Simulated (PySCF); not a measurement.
H4N2, SMILES `NN`.

Level of theory: CAM-B3LYP/def2-TZVP (PySCF), at a geometry from GFN2-xTB. No frequency check shows the geometry to be a minimum. Without diffuse functions Rydberg states are missing, so the states' numbers hold for this basis only.

Cartesian coordinates (Å):

```
N1       0.7184   -0.0000   -0.1464
N2      -0.7184   -0.0000    0.1464
H3       1.0962    0.8149    0.3359
H4       1.0962   -0.8148    0.3359
H5      -1.0962    0.8149   -0.3359
H6      -1.0962   -0.8148   -0.3359
```

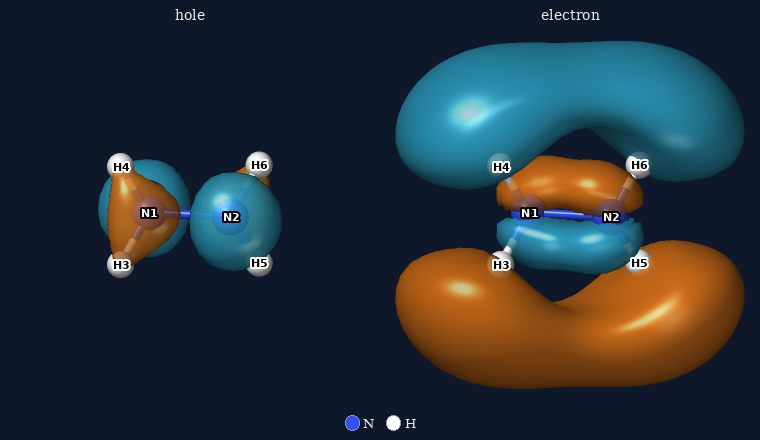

Leading natural transition orbital pair of S₃ (full linear response singlet states); the surfaces enclose about 70 % of each orbital's density.

> Where does the state lie, and where do hole and electron sit?

6.83 eV (182 nm), f = 0.008, partly diffuse acceptor orbital, which a basis without diffuse functions describes poorly; the leading pair carries 100 %; hole on N1 and N2 (42 % each), electron on H3, H4, H5 and H6 (18 % each) and N1 and N2 (13 % each) (atom shares of so diffuse an orbital are rough); their centroids lie 0.0 Å apart. In canonical orbitals it is mainly HOMO → LUMO+2 (99 %). The HOMO–LUMO gap is 9.06 eV.
